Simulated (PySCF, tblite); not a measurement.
# H13NOSi5, a small molecule taken as a stand-in for a surface group (silicon-backed Si): NMR shifts, core binding energies and electronic excitations, part 2 of 2

tblite 0.8.0 and PySCF 2.14.0. Atoms count from 0, parts from 1. The steps go on from the part before.

### 4 Shielding tensors: PBE0/pcSseg-1

The job: settings as JSON, then the geometry in Å.

```
{"job": {"kind": "nmr", "xc": "PBE0", "basis": "pcSseg-1"}, "charge": 0, "multiplicity": 1}
Si    -1.320946    -2.441922     0.860007
Si     0.051545    -0.680899     0.144049
Si    -0.905692     0.248100    -1.796144
Si     2.170133    -1.503725    -0.451734
O      0.203571     0.430591     1.389060
Si     0.348659     2.088335     1.488519
N     -0.429182     2.894304     0.184782
H     -0.757201    -3.105937     2.075407
H     -2.698623    -1.949213     1.173109
H     -1.412518    -3.450688    -0.242318
H     -0.009744     1.239578    -2.468990
H     -1.116201    -0.886401    -2.754701
H     -2.236535     0.878005    -1.533202
H      2.024785    -2.487994    -1.570242
H      2.835589    -2.182681     0.703037
H      3.046297    -0.381898    -0.915870
H      1.792236     2.452111     1.425415
H     -0.280726     2.474011     2.778997
H     -1.418310     3.106996     0.159669
H      0.067064     3.264087    -0.615603
```

Level: GIAO PBE0/pcSseg-1 NMR shielding, non-relativistic, gas phase.

The program printed:

```text
coarse grid: 18328 points
cycle   1  E = -1584.3581725083  dE =  5.111e-02  |g| = 8.230e-01  |ddm| = 3.981e+00
cycle   2  E = -1584.0671418796  dE =  2.910e-01  |g| = 1.453e+00  |ddm| = 2.250e+00
cycle   3  E = -1584.4785401539  dE = -4.114e-01  |g| = 1.467e-01  |ddm| = 1.812e+00
cycle   4  E = -1584.4819520402  dE = -3.412e-03  |g| = 7.702e-02  |ddm| = 1.891e-01
cycle   5  E = -1584.4831604755  dE = -1.208e-03  |g| = 1.092e-02  |ddm| = 6.266e-02
cycle   6  E = -1584.4831879047  dE = -2.743e-05  |g| = 2.239e-03  |ddm| = 1.766e-02
cycle   7  E = -1584.4831892869  dE = -1.382e-06  |g| = 5.486e-04  |ddm| = 4.231e-03
final grid: 151672 points
cycle   8  E = -1584.5270501824  dE = -1.208e-05  |g| = 8.789e-03  |ddm| = 1.882e-02
cycle   9  E = -1584.5270236834  dE =  2.650e-05  |g| = 1.469e-02  |ddm| = 1.712e-02
cycle  10  E = -1584.5270637895  dE = -4.011e-05  |g| = 8.574e-04  |ddm| = 1.163e-02
cycle  11  E = -1584.5270639008  dE = -1.113e-07  |g| = 3.460e-04  |ddm| = 1.079e-03
cycle  12  E = -1584.5270639251  dE = -2.430e-08  |g| = 4.317e-05  |ddm| = 3.106e-04
cycle  13  E = -1584.5270639255  dE = -3.529e-10  |g| = 1.086e-05  |ddm| = 6.090e-05
converged SCF energy = -1584.5270639255

GIAO shielding tensors (ppm)
atom      isotropic    diamagn.    paramagn.     s11        s22        s33       span
  0 Si     453.938     880.813    -426.876    443.140    449.732    468.941     25.801
  1 Si     364.773     881.596    -516.823    285.479    309.272    499.568    214.090
  2 Si     450.862     882.930    -432.068    440.141    445.249    467.195     27.054
  3 Si     457.478     881.475    -423.997    445.252    457.218    469.963     24.711
  4 O      292.451     403.536    -111.085    207.917    289.798    379.638    171.722
  5 Si     387.563     880.327    -492.765    352.341    390.691    419.657     67.316
  6 N      223.455     321.290     -97.835    200.007    227.448    242.909     42.903
  7 H       27.368      29.181      -1.814     24.046     25.421     32.636      8.590
  8 H       27.479      29.651      -2.172     24.047     25.905     32.484      8.437
  9 H       27.886      29.674      -1.788     24.906     25.931     32.820      7.913
 10 H       27.491      32.336      -4.845     24.704     26.077     31.692      6.988
 11 H       27.917      31.149      -3.231     24.746     25.851     33.155      8.410
 12 H       27.392      32.037      -4.645     24.490     25.885     31.800      7.310
 13 H       27.903      30.052      -2.148     24.917     25.874     32.919      8.002
 14 H       27.433      29.611      -2.179     24.193     25.373     32.731      8.538
 15 H       27.499      30.421      -2.922     24.106     26.197     32.196      8.090
 16 H       26.573      29.462      -2.889     22.700     24.892     32.126      9.427
 17 H       26.511      28.305      -1.794     22.196     24.666     32.673     10.478
 18 H       30.059      31.636      -1.577     24.792     25.769     39.616     14.824
 19 H       30.019      32.104      -2.085     24.862     26.201     38.996     14.134
```

Wall time 52 s (1 thread of Arm Neoverse V1, shared host); peak memory 1.4 GiB.

Shifts follow as δ = σ(reference) − σ, with reference shieldings (ppm) from runs at the same level and on the same kind of geometry: $^{1}$H TMS 31.27, $^{29}$Si TMS 352.0, $^{15}$N NH3 265.7, $^{17}$O H2O 334.6. The references are single molecules in the gas phase, so shifts against H2O, NH3, PH3, H3PO4 or CFCl3 are not on the usual liquid scales and can be off by tens of ppm.

```
atoms                           environment  σ (ppm)  δ (ppm)
  H17  hydrogen on a silicon bonded to N, O    26.51     4.76
  H16  hydrogen on a silicon bonded to N, O    26.57     4.69
   H7    hydrogen on a silicon bonded to Si    27.37     3.90
  H12    hydrogen on a silicon bonded to Si    27.39     3.88
  H14    hydrogen on a silicon bonded to Si    27.43     3.83
   H8    hydrogen on a silicon bonded to Si    27.48     3.79
  H10    hydrogen on a silicon bonded to Si    27.49     3.78
  H15    hydrogen on a silicon bonded to Si    27.50     3.77
   H9    hydrogen on a silicon bonded to Si    27.89     3.38
  H13    hydrogen on a silicon bonded to Si    27.90     3.36
  H11    hydrogen on a silicon bonded to Si    27.92     3.35
  H19   hydrogen on a nitrogen bonded to Si    30.02     1.25
  H18   hydrogen on a nitrogen bonded to Si    30.06     1.21
  Si1             silicon bonded to O, 3 Si    364.8    -12.8
  Si5           silicon bonded to N, O, 2 H    387.6    -35.6
  Si2             silicon bonded to Si, 3 H    450.9    -98.9
  Si0             silicon bonded to Si, 3 H    453.9   -101.9
  Si3             silicon bonded to Si, 3 H    457.5   -105.5
   O4                 oxygen bonded to 2 Si    292.5     42.1
   N6            nitrogen bonded to Si, 2 H    223.5     42.2
```

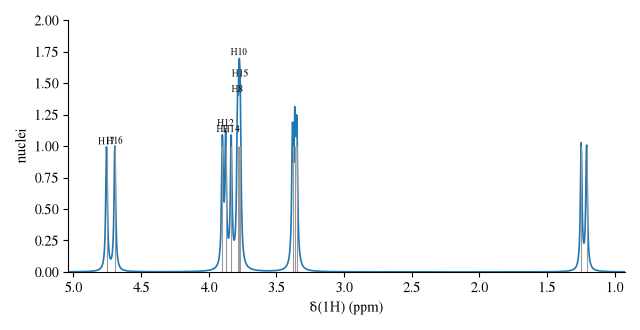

$^{1}$H lines at the computed shifts, without couplings. Lines are broadened to a width of 0.01 ppm (Lorentzian).

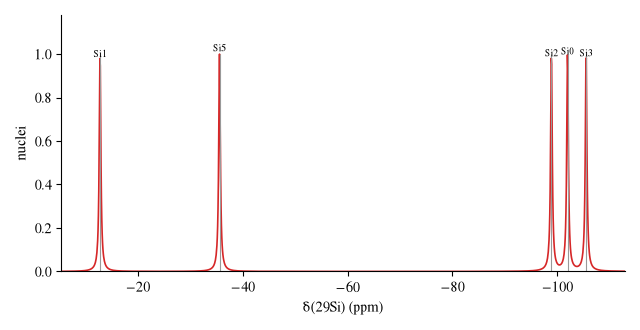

$^{29}$Si lines at the computed shifts, without couplings. Lines are broadened to a width of 0.37 ppm (Lorentzian).

Charges from the same density, by scheme (e):

```
atoms  Mulliken    IAO  Hirshfeld  ESP fit
  Si0      0.23   0.27       0.20     0.13
  Si1      0.20   0.47       0.19     0.43
  Si2      0.17   0.24       0.18     0.16
  Si3      0.22   0.25       0.20     0.06
   O4     -0.76  -0.87      -0.32    -0.55
  Si5      0.95   1.07       0.42     0.84
   N6     -0.66  -0.84      -0.30    -1.09
```

IAO charges:

Si0 0.27; Si1 0.47; Si2 0.24; Si3 0.25; O4 -0.87; Si5 1.07; N6 -0.84; H7 -0.09; H8 -0.09; H9 -0.09; H10 -0.10; H11 -0.10; H12 -0.09; H13 -0.09; H14 -0.09; H15 -0.09; H16 -0.15; H17 -0.15; H18 0.27; H19 0.27

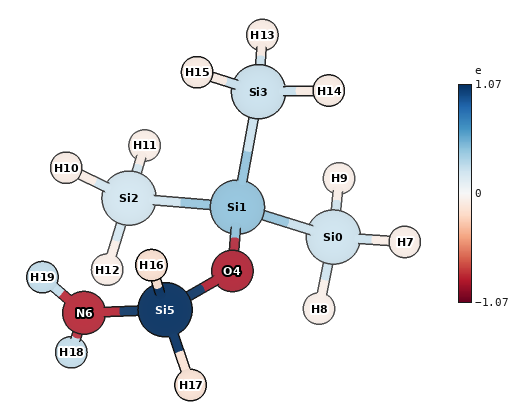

IAO charges, as colours on the atoms.

Mayer bond orders: Si0–Si1 0.88, Si1–Si2 0.87, Si1–Si3 0.87, Si1–O4 0.85, O4–Si5 0.91, Si5–N6 1.03.

The fields below are evaluated on a grid from the run's orbitals.

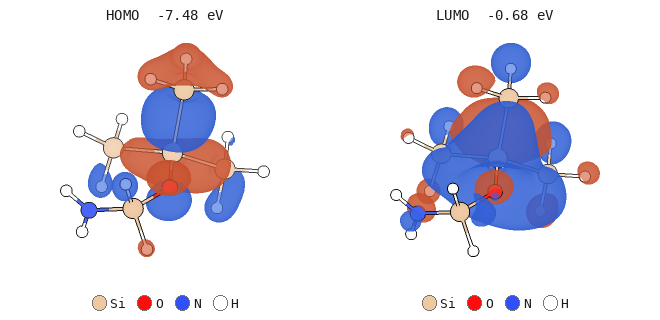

PBE0/pcSseg-1 orbitals near the gap, drawn at the value that encloses 70 % of each; the two colours are the two signs.

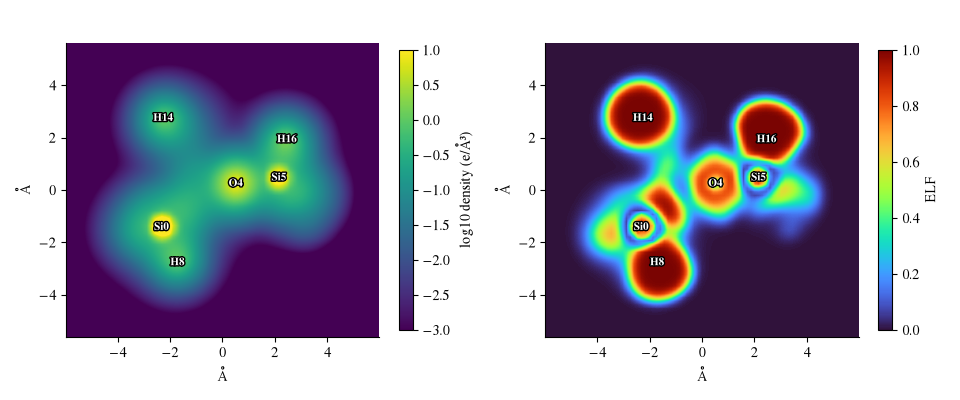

Density (left) and ELF (right) in a plane through or near 6 of the atoms.

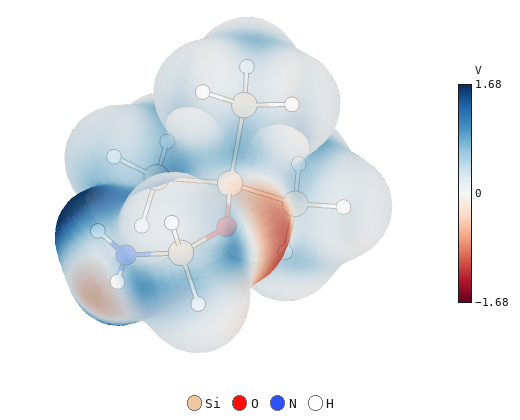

Electrostatic potential on the surface of density 0.002 e/bohr³; red is low, blue high. It runs from -0.82 V near O4 to 1.68 V near H18.

### 5 X-ray photoelectron lines: SCAN, X2C

Settings changed since step 4:

```diff
@@ -1,2 +1,2 @@
-{"job": {"kind": "nmr", "xc": "PBE0", "basis": "pcSseg-1"}, "charge": 0, "multiplicity": 1}
+{"job": {"kind": "xps", "holes": 5}, "charge": 0, "multiplicity": 1}
 Si    -1.320946    -2.441922     0.860007
```

Method: delta-SCF UKS SCAN, pcX-2 on the ionised atom, pcseg-1 elsewhere, spin-free X2C.

The program printed:

```text
ground state, core basis on atom 0 (Si), 225 functions
  cycle   1  E = -1588.00810056  |g| = 8.26e-01
  cycle   2  E = -1587.46867996  |g| = 1.79e+00
  cycle   3  E = -1588.13251147  |g| = 2.24e-01
  cycle   4  E = -1588.14171502  |g| = 1.15e-01
  cycle   5  E = -1588.14472556  |g| = 1.87e-02
  cycle   6  E = -1588.14484280  |g| = 4.48e-03
  cycle   7  E = -1588.14484521  |g| = 9.55e-04
  cycle   8  E = -1588.14484698  |g| = 4.17e-04
  E(ground) = -1588.26997702 Eh
hole in Si 2p of atom 0
  cycle   1  E = -1583.88189612  |g| = 1.23e+00
  cycle   2  E = -1581.53910877  |g| = 1.81e+00
  cycle   3  E = -1583.78368084  |g| = 8.57e-01
  cycle   4  E = -1584.20044153  |g| = 1.47e-01
  cycle   5  E = -1584.21558993  |g| = 1.17e-01
  cycle   6  E = -1584.22173679  |g| = 4.87e-02
  cycle   7  E = -1584.22267580  |g| = 2.05e-02
  cycle   8  E = -1584.22284804  |g| = 4.46e-03
  cycle   9  E = -1584.22285897  |g| = 9.74e-04
  cycle  10  E = -1584.22285958  |g| = 2.22e-04
  E(ion) = -1584.35928168 Eh   <S^2> = 0.7528   hole on atom = 1.002   binding energy = 106.415 eV
  2p3/2 = 106.212 eV   2p1/2 = 106.835 eV
ground state, core basis on atom 1 (Si), 225 functions
  cycle   1  E = -1588.15079988  |g| = 2.87e-01
  cycle   2  E = -1588.15084063  |g| = 3.89e-02
  cycle   3  E = -1588.15069182  |g| = 3.90e-02
  cycle   4  E = -1588.15103611  |g| = 1.43e-02
  cycle   5  E = -1588.15108172  |g| = 3.05e-03
  cycle   6  E = -1588.15108703  |g| = 2.62e-04
  E(ground) = -1588.27634257 Eh
hole in Si 2p of atom 1
  cycle   1  E = -1583.86748676  |g| = 1.25e+00
  cycle   2  E = -1582.00578744  |g| = 1.88e+00
  cycle   3  E = -1583.85856359  |g| = 8.15e-01
  cycle   4  E = -1584.20555292  |g| = 1.65e-01
  cycle   5  E = -1584.20430818  |g| = 1.98e-01
  cycle   6  E = -1584.22015587  |g| = 4.85e-02
  cycle   7  E = -1584.22113485  |g| = 1.47e-02
  cycle   8  E = -1584.22126211  |g| = 2.08e-03
  cycle   9  E = -1584.22126253  |g| = 6.28e-04
  cycle  10  E = -1584.22126261  |g| = 2.30e-04
  E(ion) = -1584.35771003 Eh   <S^2> = 0.7516   hole on atom = 1.002   binding energy = 106.631 eV
  2p3/2 = 106.387 eV   2p1/2 = 107.012 eV
ground state, core basis on atom 2 (Si), 225 functions
  cycle   1  E = -1588.14485165  |g| = 2.87e-01
  cycle   2  E = -1588.14488609  |g| = 3.74e-02
  cycle   3  E = -1588.14470283  |g| = 4.14e-02
  cycle   4  E = -1588.14503610  |g| = 1.44e-02
  cycle   5  E = -1588.14506866  |g| = 3.02e-03
  cycle   6  E = -1588.14507126  |g| = 2.32e-04
  E(ground) = -1588.27028072 Eh
hole in Si 2p of atom 2
  cycle   1  E = -1583.88298763  |g| = 1.23e+00
  cycle   2  E = -1583.34741497  |g| = 1.34e+00
  cycle   3  E = -1584.10745440  |g| = 4.17e-01
  cycle   4  E = -1584.20756983  |g| = 2.05e-01
  cycle   5  E = -1584.21934342  |g| = 1.06e-01
  cycle   6  E = -1584.22480202  |g| = 2.74e-02
  cycle   7  E = -1584.22514140  |g| = 9.49e-03
  cycle   8  E = -1584.22518409  |g| = 3.16e-03
  cycle   9  E = -1584.22518869  |g| = 6.55e-04
  cycle  10  E = -1584.22519100  |g| = 3.33e-04
  E(ion) = -1584.36175692 Eh   <S^2> = 0.7534   hole on atom = 1.002   binding energy = 106.356 eV
  2p3/2 = 106.153 eV   2p1/2 = 106.776 eV
ground state, core basis on atom 3 (Si), 225 functions
  cycle   1  E = -1588.14447665  |g| = 2.87e-01
  cycle   2  E = -1588.14455760  |g| = 3.51e-02
  cycle   3  E = -1588.14453515  |g| = 2.74e-02
  cycle   4  E = -1588.14467461  |g| = 1.24e-02
  cycle   5  E = -1588.14470563  |g| = 1.99e-03
  cycle   6  E = -1588.14470632  |g| = 2.63e-04
  E(ground) = -1588.27001299 Eh
hole in Si 2p of atom 3
  cycle   1  E = -1583.88283126  |g| = 1.23e+00
  cycle   2  E = -1581.63647568  |g| = 1.80e+00
  cycle   3  E = -1583.79982548  |g| = 8.46e-01
  cycle   4  E = -1584.20325843  |g| = 1.41e-01
  cycle   5  E = -1584.21773614  |g| = 1.04e-01
  cycle   6  E = -1584.22321193  |g| = 3.64e-02
  cycle   7  E = -1584.22382564  |g| = 1.86e-02
  cycle   8  E = -1584.22395389  |g| = 4.81e-03
  cycle   9  E = -1584.22396646  |g| = 1.00e-03
  cycle  10  E = -1584.22396965  |g| = 2.66e-04
  E(ion) = -1584.36038024 Eh   <S^2> = 0.7529   hole on atom = 1.002   binding energy = 106.387 eV
  2p3/2 = 106.184 eV   2p1/2 = 106.807 eV
ground state, core basis on atom 4 (O), 214 functions
  cycle   1  E = -1588.08765793  |g| = 1.12e-01
  cycle   2  E = -1588.08473107  |g| = 1.43e-01
  cycle   3  E = -1588.08799976  |g| = 5.41e-02
  cycle   4  E = -1588.08851623  |g| = 6.79e-03
  cycle   5  E = -1588.08853389  |g| = 1.53e-03
  cycle   6  E = -1588.08853530  |g| = 3.62e-04
  E(ground) = -1588.25305089 Eh
hole in O 1s of atom 4
  cycle   1  E = -1567.49112567  |g| = 2.24e+00
  cycle   2  E = -1566.70545118  |g| = 2.34e+00
  cycle   3  E = -1568.21929616  |g| = 5.19e-01
  cycle   4  E = -1568.27723562  |g| = 3.41e-01
  cycle   5  E = -1568.34104582  |g| = 9.12e-02
  cycle   6  E = -1568.34446043  |g| = 2.68e-02
  cycle   7  E = -1568.34497340  |g| = 5.27e-03
  cycle   8  E = -1568.34498828  |g| = 2.36e-03
  cycle   9  E = -1568.34499367  |g| = 6.23e-04
  cycle  10  E = -1568.34499454  |g| = 1.56e-04
  E(ion) = -1568.50954645 Eh   <S^2> = 0.7628   hole on atom = 1.000   binding energy = 537.248 eV
```

It took 76 s on 1 thread of Arm Neoverse V1, shared host; peak memory 1 GiB.

Binding energies by hole, beside the orbital energy of the ground state; the difference holds orbital relaxation and, for a density functional, its self-interaction error:

```
       hole  stands for                environment  ΔSCF (eV; 2p as the shell's mean)  −ε (eV)   ⟨S²⟩
Si2p on Si0         Si0  silicon bonded to Si, 3 H                             106.42     96.1  0.753
Si2p on Si1         Si1  silicon bonded to O, 3 Si                             106.60     96.6  0.752
Si2p on Si2         Si2  silicon bonded to Si, 3 H                             106.36     96.1  0.753
Si2p on Si3         Si3  silicon bonded to Si, 3 H                             106.39     96.0  0.753
  O1s on O4          O4      oxygen bonded to 2 Si                             537.25    516.5  0.763
```

With the spin-orbit splitting: Si0 2p3/2 106.21, 2p1/2 106.84 eV; Si1 2p3/2 106.39, 2p1/2 107.01 eV; Si2 2p3/2 106.15, 2p1/2 106.78 eV; Si3 2p3/2 106.18, 2p1/2 106.81 eV. The table gives each 2p level as the mean over the whole 2p shell (two parts 2p3/2, one part 2p1/2), which differs a little from the single hole in the log.

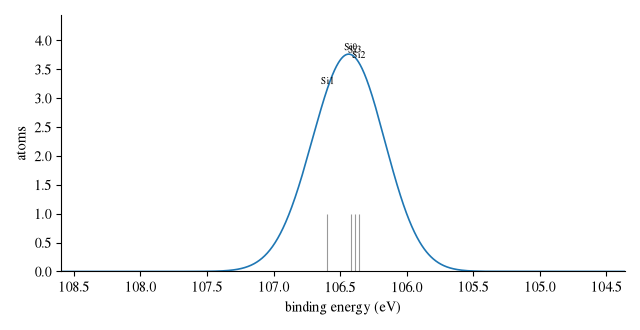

The Si2p photoelectron lines, weighted by the number of atoms. Only 4 of the 5 Si atoms are covered by sound results. Lines are broadened to a width of 0.60 eV (Gaussian).

### 6 TDDFT and polarisability: CAM-B3LYP/def2-SVPD

Settings changed since step 5:

```diff
@@ -1,2 +1,2 @@
-{"job": {"kind": "xps", "holes": 5}, "charge": 0, "multiplicity": 1}
+{"job": {"kind": "uv", "xc": "CAM-B3LYP", "basis": "def2-SVPD", "nstates": 6, "ntriplets": 2, "ip": true}, "charge": 0, "multiplicity": 1}
 Si    -1.320946    -2.441922     0.860007
```

Method: TDDFT CAM-B3LYP/def2-SVPD, vertical, gas phase, core orbitals frozen in the response.

The program printed:

```text
coarse grid: 18328 points
cycle   1  E = -1584.4436483908  dE = -3.956e-03  |g| = 8.044e-01  |ddm| = 5.889e+00
cycle   2  E = -1584.3111835295  dE =  1.325e-01  |g| = 1.174e+00  |ddm| = 2.514e+00
cycle   3  E = -1584.5762984901  dE = -2.651e-01  |g| = 9.633e-02  |ddm| = 1.379e+00
cycle   4  E = -1584.5777587760  dE = -1.460e-03  |g| = 5.924e-02  |ddm| = 2.638e-01
cycle   5  E = -1584.5785252374  dE = -7.665e-04  |g| = 7.576e-03  |ddm| = 8.016e-02
cycle   6  E = -1584.5785416692  dE = -1.643e-05  |g| = 1.630e-03  |ddm| = 2.425e-02
cycle   7  E = -1584.5785427602  dE = -1.091e-06  |g| = 4.496e-04  |ddm| = 5.989e-03
final grid: 151672 points
cycle   8  E = -1584.7840455775  dE = -1.194e-05  |g| = 2.347e-03  |ddm| = 5.346e-02
cycle   9  E = -1584.7840451453  dE =  4.322e-07  |g| = 2.920e-03  |ddm| = 7.665e-03
cycle  10  E = -1584.7840468773  dE = -1.732e-06  |g| = 2.049e-04  |ddm| = 3.169e-03
cycle  11  E = -1584.7840468832  dE = -5.890e-09  |g| = 1.851e-04  |ddm| = 7.166e-04
cycle  12  E = -1584.7840468901  dE = -6.978e-09  |g| = 2.014e-05  |ddm| = 3.083e-04
cycle  13  E = -1584.7840468903  dE = -1.755e-10  |g| = 5.417e-06  |ddm| = 8.111e-05
converged SCF energy = -1584.7840468903

Static polarisability (au): isotropic 156.842, principal 147.041 158.411 165.076

Singlet excitations
state   eV       nm        f      main configurations
  1   5.7113    217.1   0.01320   H->L 0.95
  2   5.8640    211.4   0.01011   H-1->L 0.95
  3   6.2792    197.5   0.00088   H-1->L+2 0.38, H->L+3 0.35, H->L+1 0.16
  4   6.5228    190.1   0.02000   H->L+2 0.74, H-1->L+3 0.11
  5   6.7341    184.1   0.19645   H-2->L+1 0.24, H-1->L+2 0.19, H-1->L+1 0.11
  6   6.7531    183.6   0.09465   H-1->L+2 0.29, H->L+3 0.20, H-1->L+3 0.12

Triplet excitations (Tamm-Dancoff, eV): 5.1267 5.2814
Vertical ionisation energy (delta-SCF) = 9.1364 eV
```

Wall time 5.4 min (1 thread of Arm Neoverse V1, shared host); peak memory 1.9 GiB.

Frontier orbitals and where they lie:

```
orbital      eV                         atoms
 HOMO−3  -10.55   Si5 24 %, O4 21 %, H16 17 %
 HOMO−2   -9.32     N6 65 %, Si5 8 %, H18 6 %
 HOMO−1   -8.80  Si1 27 %, Si2 23 %, Si0 16 %
   HOMO   -8.65   Si1 25 %, Si3 24 %, O4 15 %
   LUMO    0.39  Si1 26 %, Si3 14 %, Si0 13 %
 LUMO+1    0.73   Si2 21 %, Si5 11 %, Si3 8 %
 LUMO+2    0.80  Si2 20 %, Si1 18 %, Si0 17 %
```

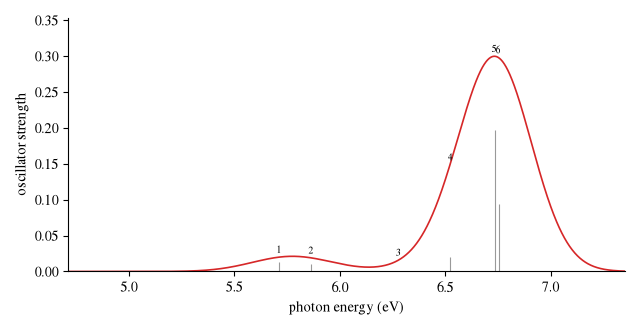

Absorption spectrum from the 6 singlet states computed; above the last one it falls off for lack of states. Lines are broadened to a width of 0.40 eV (Gaussian).

Further results of this job:

```
           property  computed
  dipole moment (D)      1.66
polarisability (Å³)     23.24
 HOMO–LUMO gap (eV)      9.05
      −ε(HOMO) (eV)      8.65
```

### 7 Summary of results

What follows sums up all 2 parts.

```
                                                     quantity                                                                             value
                                                  point group                                                                                C1
                         rotational constants (main isotopes)                                                              1.04, 0.63, 0.62 GHz
                   $^{1}$H shifts against TMS (PBE0/pcSseg-1)  4.76, 4.69, 3.90, 3.88, 3.83, 3.79, 3.78, 3.77, 3.38, 3.36, 3.35, 1.25, 1.21 ppm
                 $^{29}$Si shifts against TMS (PBE0/pcSseg-1)                                           -12.8, -35.6, -98.9, -101.9, -105.5 ppm
                  $^{17}$O shifts against H2O (PBE0/pcSseg-1)                                                                          42.1 ppm
                  $^{15}$N shifts against NH3 (PBE0/pcSseg-1)                                                                          42.2 ppm
                        surface potential, least and greatest                                                                -0.82 V and 1.68 V
Si2p binding energies, SCAN/pcX-2 (standing for 4 of 5 atoms)                                 Si1 106.60, Si0 106.42, Si3 106.39, Si2 106.36 eV
                             O1s binding energies, SCAN/pcX-2                                                                      O4 537.25 eV
                         lowest singlet (CAM-B3LYP/def2-SVPD)                                                       5.71 eV (217 nm), f = 0.013
                     brightest single state of those computed                                                       state 5, 6.73 eV, f = 0.196
                                               lowest triplet                                                                           5.13 eV
                            vertical ionisation energy (ΔSCF)                                                                           9.14 eV
```

Over 16 steps the energy fell by 0.539 eV; of the close pairs, Si2–H11 changed most, 1.450 to 1.500 Å (PBE0/def2-SVP). At PBE0/pcSseg-1: Shielding is most anisotropic at Si1 (span 214 ppm, paramagnetic term -517 ppm). By nearest atom (PBE0/pcSseg-1), the HOMO sits on Si1, Si3 about 22 % each; O4 17 % and the LUMO on Si1 28 %; O4 14 %. The Si2p levels kept as sound span 0.23 eV, from Si2 (silicon bonded to Si, 3 H) up to Si1 (silicon bonded to O, 3 Si). Only 4 of the 5 Si atoms are covered by sound results. The first singlet state (HOMO→LUMO 0.95) lies at 5.71 eV and is weak; of the 6 states computed, the strongest absorption comes from states 5 to 6 together at 6.73 eV (the last computed, so partners may be missing). The lowest triplet lies 0.58 eV below the lowest singlet (triplets in Tamm-Dancoff, singlets in full TDDFT). ΔSCF puts the ionisation energy at 9.14 eV, 0.48 eV above −ε(HOMO). A capped cluster stands for the solid here, so long-range fields and strain are missing, and bands or shifts of the capping hydrogens have no counterpart in it.
